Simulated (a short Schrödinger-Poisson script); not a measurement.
Stack: MOS inversion layer, SiO2 on p-type Ge(111), at 400 K.

```
layer  material  thickness (nm)  Na (cm⁻³)
-----  --------  --------------  ---------
1          SiO2             2.8          -
2            Ge             950     4.8e16
```

Constants are typed, rounded textbook-type inputs, not results; the design itself was drawn at random and stands for no fabricated device. SiO2: permittivity 3.9, conduction-band edge (eV) 3.1, gap (eV) 9, electron mass (mₑ) 0.5. Ge: permittivity 16, conduction-band edge (eV) 0, gap (eV) 0.664, Nv at 300 K (cm⁻³) 6e18.

Channel valleys (confinement mass, in-plane density-of-states mass, number): L1 1.59, 0.08, 1; L3 0.09, 0.34, 3. At the gate the conduction-band edge of layer 1 lies 3.17 eV − eVg above the Fermi level of the channel; the field vanishes at the back. Gaps are held at their typed values at every temperature. Mesh 0.03 nm at interfaces.

From a short Schrödinger-Poisson script (our own, NumPy): 1D Poisson equation in equilibrium, electrons quantum, Hartree (BenDaniel-Duke, 12 states a valley, the channel's in-plane mass for all, wave functions ending at the dielectric), parabolic valleys, classical holes, full ionisation, no traps, pinning or gate leakage.

Only gate voltages with over 1e8 electrons/cm² are shown.

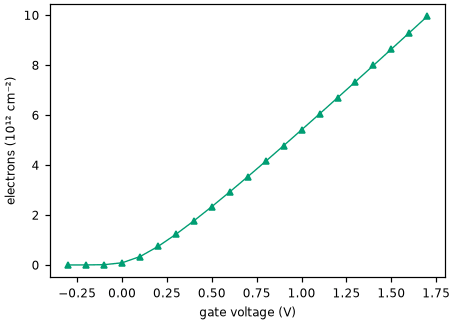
Fig. 1. Sheet density against gate voltage

| Vg (V) | electrons (cm⁻²) | C (μF/cm²) | L1 E0 (meV) | L1 E1 (meV) | L3 E0 (meV) | L3 E1 (meV) |
|---|---|---|---|---|---|---|
| -0.3 | 1.40e9 | 0.236 | 409.5 | 417.8 | 426.9 | 445.4 |
| -0.2 | 2.59e9 | 0.175 | 330.3 | 342.1 | 355.1 | 383.2 |
| -0.1 | 1.28e10 | 0.172 | 247.1 | 261.3 | 277.2 | 311.8 |
| 0 | 8.80e10 | 0.325 | 169.6 | 186.5 | 205.2 | 245.3 |
| 0.1 | 3.38e11 | 0.583 | 113.5 | 134.7 | 157.2 | 203.0 |
| 0.2 | 7.42e11 | 0.745 | 76.6 | 102.9 | 129.8 | 180.9 |
| 0.3 | 1.23e12 | 0.838 | 50.1 | 81.6 | 112.7 | 168.4 |
| 0.4 | 1.77e12 | 0.896 | 29.5 | 65.9 | 100.9 | 160.4 |
| 0.5 | 2.34e12 | 0.935 | 12.4 | 53.5 | 92.0 | 154.9 |
| 0.6 | 2.93e12 | 0.963 | -2.3 | 43.1 | 84.9 | 150.8 |
| 0.7 | 3.54e12 | 0.983 | -15.3 | 34.1 | 79.1 | 147.6 |
| 0.8 | 4.15e12 | 0.998 | -27.3 | 26.2 | 74.1 | 145.0 |
| 0.9 | 4.78e12 | 1.01 | -38.4 | 18.9 | 69.6 | 142.8 |
| 1 | 5.41e12 | 1.02 | -48.8 | 12.2 | 65.7 | 140.9 |
| 1.1 | 6.05e12 | 1.03 | -58.7 | 5.9 | 62.0 | 139.3 |
| 1.2 | 6.69e12 | 1.03 | -68.2 | -0.1 | 58.7 | 137.8 |
| 1.3 | 7.34e12 | 1.04 | -77.4 | -5.8 | 55.6 | 136.5 |
| 1.4 | 7.99e12 | 1.04 | -86.3 | -11.2 | 52.6 | 135.3 |
| 1.5 | 8.64e12 | 1.05 | -95.0 | -16.5 | 49.9 | 134.3 |
| 1.6 | 9.30e12 | 1.05 | -103.4 | -21.5 | 47.2 | 133.3 |
| 1.7 | 9.95e12 | 1.06 | -111.7 | -26.5 | 44.7 | 132.4 |

Subbands count from the Fermi level.

Only the L valleys are kept; under strong confinement the Δ valleys of Ge fill too.
